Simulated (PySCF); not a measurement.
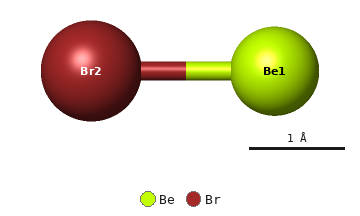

The structure (ball-and-stick view, seen on its broad side; atoms are numbered from 1 in the order of the input). Sticks mark near contacts. Bond lengths as drawn: Be–Br 1.93 Å.

**BeBr: single-point calculation**

- system: BeBr, multiplicity 2
- method: UHF/ano-rcc-vdzp (PySCF 2.14.0)

Some settings of this run were made unusual or wrong on purpose.

Input
```python
from pyscf import gto, scf

mol = gto.M(
    atom='Be 0 0 0; Br 0 0 1.93',
    basis='ano-rcc-vdzp',
    charge=0,
    spin=1,
    symmetry=True,
    verbose=4,
)
mf = scf.UHF(mol)
mf.kernel()
mf.analyze()
print('orbital energies (hartree):', [e[max(0, n-3):n+3].round(4) for e, n in zip(mf.mo_energy, mol.nelec)])
```

Launched with:
```bash
OMP_NUM_THREADS=1 python input.py
```

Log
```
PySCF version 2.14.0

[INPUT] verbose = 4
[INPUT] num. atoms = 2
[INPUT] num. electrons = 39
[INPUT] charge = 0
[INPUT] spin (= nelec alpha-beta = 2S) = 1
[INPUT] symmetry True subgroup None
[INPUT] Mole.unit = angstrom
[INPUT] Symbol           X                Y                Z      unit          X                Y                Z       unit  Magmom
[INPUT]  1 Be     0.000000000000   0.000000000000   0.000000000000 AA    0.000000000000   0.000000000000   0.000000000000 Bohr   0.0
[INPUT]  2 Br     0.000000000000   0.000000000000   1.930000000000 AA    0.000000000000   0.000000000000   3.647171420411 Bohr   0.0

nuclear repulsion = 38.3859116729534
point group symmetry = Coov
symmetry origin: [0.         0.         3.27310256]
symmetry axis x: [1. 0. 0.]
symmetry axis y: [0. 1. 0.]
symmetry axis z: [0. 0. 1.]
num. orbitals of irrep A1 = 17
num. orbitals of irrep E1x = 9
num. orbitals of irrep E1y = 9
num. orbitals of irrep E2x = 3
num. orbitals of irrep E2y = 3
number of shells = 6
number of NR pGTOs = 187
number of NR cGTOs = 41
basis = ano-rcc-vdzp
ecp = {}

******** <class 'pyscf.scf.uhf_symm.SymAdaptedUHF'> ********
method = SymAdaptedUHF
initial guess = minao
damping factor = 0
level_shift factor = 0
DIIS = <class 'pyscf.scf.diis.CDIIS'>
diis_start_cycle = 1
diis_space = 8
diis_damp = 0
SCF conv_tol = 1e-09
SCF conv_tol_grad = None
SCF max_cycles = 50
direct_scf = True
direct_scf_tol = 1e-13
number electrons alpha = 20  beta = 19
Freeze 0 electrons in irreps []
    39 free electrons in irreps A1 E1x E1y E2x E2y
Set gradient conv threshold to 3.16228e-05
init E= -2565.30059987789
alpha HOMO (A1) = -0.142753436419677  LUMO (E1x) = 0.100084793235009
beta  HOMO (E1x) = -0.411531021362171  LUMO (A1) = -0.142753436419677

WARN: HOMO -0.142753436419677 >= LUMO -0.142753436419677

WARN: alpha-A1 HOMO -0.142753436419677 > system LUMO -0.142753436419677

WARN: beta-A1 LUMO -0.142753436419677 < system HOMO -0.142753436419677

cycle= 1 E= -2565.08887210539  delta_E= 0.212  |g|= 0.143  |ddm|= 1.38
alpha HOMO (A1) = -0.329782381292227  LUMO (E1x) = 0.0495963191196322
beta  HOMO (E1x) = -0.428505388266254  LUMO (A1) = -0.000114943680931345
  HOMO = -0.329782381292  LUMO = -0.000114943680931  gap/eV = 8.97071
cycle= 2 E= -2565.12140791626  delta_E= -0.0325  |g|= 0.0609  |ddm|= 0.509
alpha HOMO (A1) = -0.323688160079864  LUMO (E1x) = 0.0731801016906656
beta  HOMO (E1x) = -0.439541003902721  LUMO (A1) = 0.0369859182441814
  HOMO = -0.32368816008  LUMO = 0.0369859182442  gap/eV = 9.81444
cycle= 3 E= -2565.12785021247  delta_E= -0.00644  |g|= 0.0283  |ddm|= 0.183
alpha HOMO (A1) = -0.335183115207509  LUMO (E1x) = 0.0736385457842321
beta  HOMO (E1x) = -0.437401285968495  LUMO (A1) = 0.0471410363327409
  HOMO = -0.335183115208  LUMO = 0.0471410363327  gap/eV = 10.40357
cycle= 4 E= -2565.12978980805  delta_E= -0.00194  |g|= 0.00849  |ddm|= 0.132
alpha HOMO (A1) = -0.335187367114969  LUMO (E1x) = 0.0729890050529396
beta  HOMO (E1x) = -0.439510491308357  LUMO (A1) = 0.0464085130084921
  HOMO = -0.335187367115  LUMO = 0.0464085130085  gap/eV = 10.38375
cycle= 5 E= -2565.1299413265  delta_E= -0.000152  |g|= 0.0035  |ddm|= 0.0318
alpha HOMO (A1) = -0.334969485440275  LUMO (E1x) = 0.0730067840986629
beta  HOMO (E1x) = -0.439094747426204  LUMO (A1) = 0.0463452931541466
  HOMO = -0.33496948544  LUMO = 0.0463452931541  gap/eV = 10.37610
cycle= 6 E= -2565.12996506855  delta_E= -2.37e-05  |g|= 0.00138  |ddm|= 0.012
alpha HOMO (A1) = -0.335244104442271  LUMO (E1x) = 0.0728797390234814
beta  HOMO (E1x) = -0.439484100131593  LUMO (A1) = 0.0466178643799215
  HOMO = -0.335244104442  LUMO = 0.0466178643799  gap/eV = 10.39099
cycle= 7 E= -2565.12996975077  delta_E= -4.68e-06  |g|= 0.00031  |ddm|= 0.00723
alpha HOMO (A1) = -0.335067125831999  LUMO (E1x) = 0.0728729591821116
beta  HOMO (E1x) = -0.43948040055562  LUMO (A1) = 0.0465650514196885
  HOMO = -0.335067125832  LUMO = 0.0465650514197  gap/eV = 10.38474
cycle= 8 E= -2565.12997001498  delta_E= -2.64e-07  |g|= 8.6e-05  |ddm|= 0.00132
alpha HOMO (A1) = -0.335132021942492  LUMO (E1x) = 0.0728434250266415
beta  HOMO (E1x) = -0.439507750202442  LUMO (A1) = 0.0465842730593089
  HOMO = -0.335132021942  LUMO = 0.0465842730593  gap/eV = 10.38703
cycle= 9 E= -2565.12997003966  delta_E= -2.47e-08  |g|= 3.07e-05  |ddm|= 0.000387
alpha HOMO (A1) = -0.335119422609385  LUMO (E1x) = 0.0728409907370186
beta  HOMO (E1x) = -0.439518203801666  LUMO (A1) = 0.046575935986894
  HOMO = -0.335119422609  LUMO = 0.0465759359869  gap/eV = 10.38646
cycle= 10 E= -2565.12997004259  delta_E= -2.93e-09  |g|= 1.11e-05  |ddm|= 0.000132
alpha HOMO (A1) = -0.335120509895152  LUMO (E1x) = 0.0728414266724606
beta  HOMO (E1x) = -0.43951808288809  LUMO (A1) = 0.0465785978292048
  HOMO = -0.335120509895  LUMO = 0.0465785978292  gap/eV = 10.38656
cycle= 11 E= -2565.12997004294  delta_E= -3.5e-10  |g|= 2.25e-06  |ddm|= 4.61e-05
```

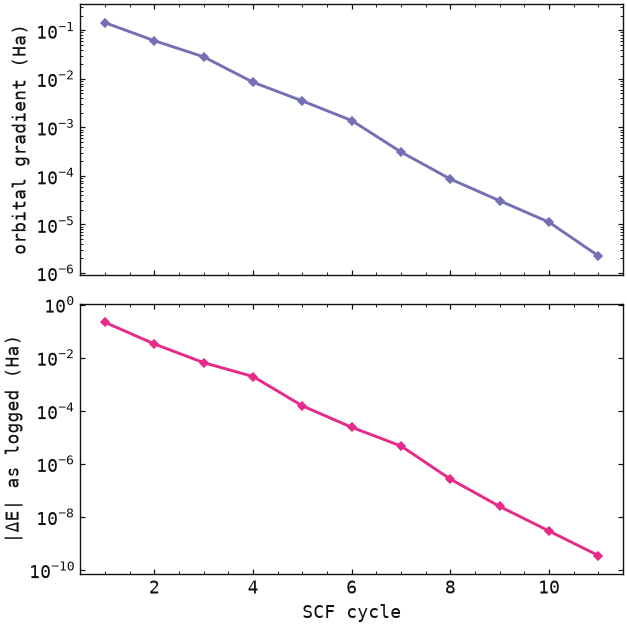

Convergence of the self-consistent field: orbital gradient and size of the energy change against the SCF cycle. The residual falls at every step.

```
alpha HOMO (A1) = -0.335120086958745  LUMO (E1x) = 0.0728414333738382
beta  HOMO (E1x) = -0.439518906168659  LUMO (A1) = 0.0465784399148663
  HOMO = -0.335120086959  LUMO = 0.0465784399149  gap/eV = 10.38655
Extra cycle  E= -2565.12997004295  delta_E= -7.28e-12  |g|= 1.11e-06  |ddm|= 3.2e-06
converged SCF energy = -2565.12997004295  <S^2> = 0.75177819  2S+1 = 2.0017774
**** SCF Summaries ****
Total Energy =                       -2565.129970042949481
Nuclear Repulsion Energy =              38.385911672953377
One-electron Energy =                -3662.764370108749063
Two-electron Energy =                 1059.248488392846411
Two-electron Coulomb Energy =         1153.081048983561914
DFT Exchange-Correlation Energy =      -93.832560590715502
HOMO-LUMO gap [eV] =                    10.386545958023181
TODO: total wave-function symmetry for Coov
alpha occupancy for each irrep:     A1  E1x  E1y  E2x  E2y
                                    11    4    4    0    0
beta  occupancy for each irrep:     A1  E1x  E1y  E2x  E2y
                                    10    4    4    0    0
**** MO energy ****
alpha MO #1 (A1 #1), energy= -479.377538852883 occ= 1
alpha MO #2 (A1 #2), energy= -63.59374095759 occ= 1
alpha MO #3 (A1 #3), energy= -58.091610837475 occ= 1
alpha MO #4 (E1x #1), energy= -58.0914555158482 occ= 1
alpha MO #5 (E1y #1), energy= -58.0914555158482 occ= 1
alpha MO #6 (A1 #4), energy= -9.56684820427209 occ= 1
alpha MO #7 (A1 #5), energy= -7.40082713924655 occ= 1
alpha MO #8 (E1x #2), energy= -7.39679032297865 occ= 1
alpha MO #9 (E1y #2), energy= -7.39679032297865 occ= 1
alpha MO #10 (A1 #6), energy= -4.76747099278246 occ= 1
alpha MO #11 (A1 #7), energy= -3.16537213144362 occ= 1
alpha MO #12 (E1x #3), energy= -3.16378416547425 occ= 1
alpha MO #13 (E1y #3), energy= -3.16378416547425 occ= 1
alpha MO #14 (E2x #1), energy= -3.16060780518248 occ= 1
alpha MO #15 (E2y #1), energy= -3.16060780518248 occ= 1
alpha MO #16 (A1 #8), energy= -0.993461640389424 occ= 1
alpha MO #17 (A1 #9), energy= -0.525160404674288 occ= 1
alpha MO #18 (E1x #4), energy= -0.438808251561403 occ= 1
alpha MO #19 (E1y #4), energy= -0.438808251561403 occ= 1
alpha MO #20 (A1 #10), energy= -0.335120086958745 occ= 1
alpha MO #21 (E1x #5), energy= 0.0728414333738382 occ= 0
alpha MO #22 (E1y #5), energy= 0.0728414333738382 occ= 0
alpha MO #23 (A1 #11), energy= 0.226399471387048 occ= 0
alpha MO #24 (A1 #12), energy= 0.321952990520488 occ= 0
alpha MO #25 (E1x #6), energy= 0.375699173642258 occ= 0
alpha MO #26 (E1y #6), energy= 0.375699173642258 occ= 0
alpha MO #27 (A1 #13), energy= 0.42551865103776 occ= 0
alpha MO #28 (E2x #2), energy= 0.440509702370987 occ= 0
alpha MO #29 (E2y #2), energy= 0.440509702370987 occ= 0
alpha MO #30 (A1 #14), energy= 0.508986714160301 occ= 0
alpha MO #31 (E1x #7), energy= 0.51445415324936 occ= 0
alpha MO #32 (E1y #7), energy= 0.51445415324936 occ= 0
alpha MO #33 (E2x #3), energy= 0.69681100338159 occ= 0
alpha MO #34 (E2y #3), energy= 0.69681100338159 occ= 0
alpha MO #35 (E1x #8), energy= 0.763578368222198 occ= 0
alpha MO #36 (E1y #8), energy= 0.763578368222198 occ= 0
alpha MO #37 (A1 #15), energy= 0.915286336742948 occ= 0
alpha MO #38 (E1x #9), energy= 1.01215138801852 occ= 0
alpha MO #39 (E1y #9), energy= 1.01215138801852 occ= 0
alpha MO #40 (A1 #16), energy= 1.19493315571343 occ= 0
alpha MO #41 (A1 #17), energy= 1.47256747731001 occ= 0
beta  MO #1 (A1 #1), energy= -479.377329351175 occ= 1
beta  MO #2 (A1 #2), energy= -63.5935550812111 occ= 1
beta  MO #3 (E1x #1), energy= -58.0915316884164 occ= 1
beta  MO #4 (E1y #1), energy= -58.0915316884164 occ= 1
beta  MO #5 (A1 #3), energy= -58.0909146604813 occ= 1
beta  MO #6 (A1 #4), energy= -9.56639282278675 occ= 1
beta  MO #7 (A1 #5), energy= -7.39922075327189 occ= 1
beta  MO #8 (E1x #2), energy= -7.39701634727762 occ= 1
beta  MO #9 (E1y #2), energy= -7.39701634727762 occ= 1
beta  MO #10 (A1 #6), energy= -4.74782120350794 occ= 1
beta  MO #11 (A1 #7), energy= -3.16483349643873 occ= 1
beta  MO #12 (E1x #3), energy= -3.16337769480979 occ= 1
beta  MO #13 (E1y #3), energy= -3.16337769480979 occ= 1
beta  MO #14 (E2x #1), energy= -3.16074084653591 occ= 1
beta  MO #15 (E2y #1), energy= -3.16074084653591 occ= 1
beta  MO #16 (A1 #8), energy= -0.98981374814672 occ= 1
beta  MO #17 (A1 #9), energy= -0.513118930829808 occ= 1
beta  MO #18 (E1x #4), energy= -0.439518906168659 occ= 1
beta  MO #19 (E1y #4), energy= -0.439518906168659 occ= 1
beta  MO #20 (A1 #10), energy= 0.0465784399148663 occ= 0
beta  MO #21 (E1x #5), energy= 0.124200193025797 occ= 0
beta  MO #22 (E1y #5), energy= 0.124200193025797 occ= 0
beta  MO #23 (A1 #11), energy= 0.25187938669163 occ= 0
beta  MO #24 (A1 #12), energy= 0.357040452774065 occ= 0
beta  MO #25 (E1x #6), energy= 0.382291824622518 occ= 0
beta  MO #26 (E1y #6), energy= 0.382291824622518 occ= 0
beta  MO #27 (A1 #13), energy= 0.452610918285324 occ= 0
beta  MO #28 (E2x #2), energy= 0.458041650926984 occ= 0
beta  MO #29 (E2y #2), energy= 0.458041650926984 occ= 0
beta  MO #30 (E1x #7), energy= 0.541596375555704 occ= 0
beta  MO #31 (E1y #7), energy= 0.541596375555704 occ= 0
beta  MO #32 (A1 #14), energy= 0.557133578013544 occ= 0
beta  MO #33 (E2x #3), energy= 0.701894889148371 occ= 0
beta  MO #34 (E2y #3), energy= 0.701894889148371 occ= 0
beta  MO #35 (E1x #8), energy= 0.774868737020478 occ= 0
beta  MO #36 (E1y #8), energy= 0.774868737020478 occ= 0
beta  MO #37 (A1 #15), energy= 0.93683940449303 occ= 0
beta  MO #38 (E1x #9), energy= 1.02693671565433 occ= 0
beta  MO #39 (E1y #9), energy= 1.02693671565433 occ= 0
beta  MO #40 (A1 #16), energy= 1.20480451990036 occ= 0
beta  MO #41 (A1 #17), energy= 1.47814820157168 occ= 0
 ** Mulliken pop alpha/beta on meta-lowdin orthogonal AOs **
 ** Mulliken pop       alpha | beta **
pop of  0 Be 1s        1.00000 | 0.99999
pop of  0 Be 2s        0.87160 | 0.12267
pop of  0 Be 3s        0.00511 | 0.00238
pop of  0 Be 2px       0.01615 | 0.01038
pop of  0 Be 2py       0.01615 | 0.01038
pop of  0 Be 2pz       0.15042 | 0.02180
pop of  0 Be 3px       0.00066 | 0.00056
pop of  0 Be 3py       0.00066 | 0.00056
pop of  0 Be 3pz       0.00357 | 0.00314
pop of  0 Be 3dxy      0.00000 | 0.00000
pop of  0 Be 3dyz      0.00100 | 0.00140
pop of  0 Be 3dz^2     0.01704 | 0.00014
pop of  0 Be 3dxz      0.00100 | 0.00140
pop of  0 Be 3dx2-y2    0.00000 | 0.00000
pop of  1 Br 1s        0.99999 | 0.99999
pop of  1 Br 2s        0.99981 | 0.99981
pop of  1 Br 3s        0.99950 | 0.99951
pop of  1 Br 4s        0.98261 | 0.96272
pop of  1 Br 5s        0.02504 | 0.00384
pop of  1 Br 2px       1.00000 | 1.00000
pop of  1 Br 2py       1.00000 | 1.00000
pop of  1 Br 2pz       1.00000 | 1.00000
pop of  1 Br 3px       0.99995 | 0.99995
pop of  1 Br 3py       0.99995 | 0.99995
pop of  1 Br 3pz       0.99994 | 0.99993
pop of  1 Br 4px       0.97725 | 0.98379
pop of  1 Br 4py       0.97725 | 0.98379
pop of  1 Br 4pz       0.92686 | 0.87364
pop of  1 Br 5px       0.00140 | 0.00111
pop of  1 Br 5py       0.00140 | 0.00111
pop of  1 Br 5pz       0.00290 | 0.00037
pop of  1 Br 3dxy      1.00000 | 1.00000
pop of  1 Br 3dyz      0.99999 | 0.99999
pop of  1 Br 3dz^2     0.99999 | 0.99999
pop of  1 Br 3dxz      0.99999 | 0.99999
pop of  1 Br 3dx2-y2    1.00000 | 1.00000
pop of  1 Br 4dxy      0.00000 | 0.00000
pop of  1 Br 4dyz      0.00361 | 0.00280
pop of  1 Br 4dz^2     0.01563 | 0.01007
pop of  1 Br 4dxz      0.00361 | 0.00280
pop of  1 Br 4dx2-y2    0.00000 | 0.00000
In total            20.00000 | 19.00000
 ** Mulliken atomic charges   ( Nelec_alpha | Nelec_beta ) **
charge of  0Be =      0.74180  (     2.08336      1.17483 )
charge of  1Br =     -0.74180  (    17.91664     17.82517 )
Dipole moment(X, Y, Z, Debye):  0.00000,  0.00000, -0.83953
orbital energies (hartree): [array([-0.4388, -0.4388, -0.3351,  0.0728,  0.0728,  0.2264]), array([-0.5131, -0.4395, -0.4395,  0.0466,  0.1242,  0.1242])]
```

What the run reported

- outcome: converged
- SCF energy: −2565.129970 hartree
- ⟨S²⟩: 0.752
- dipole moment: 0.84 D
- hardware: 1 CPU thread, shared host
- wall time: 2.7 s

Some settings of this run were drawn to be unusual or wrong. It converged; results that depend on the unusual settings are not reference values.
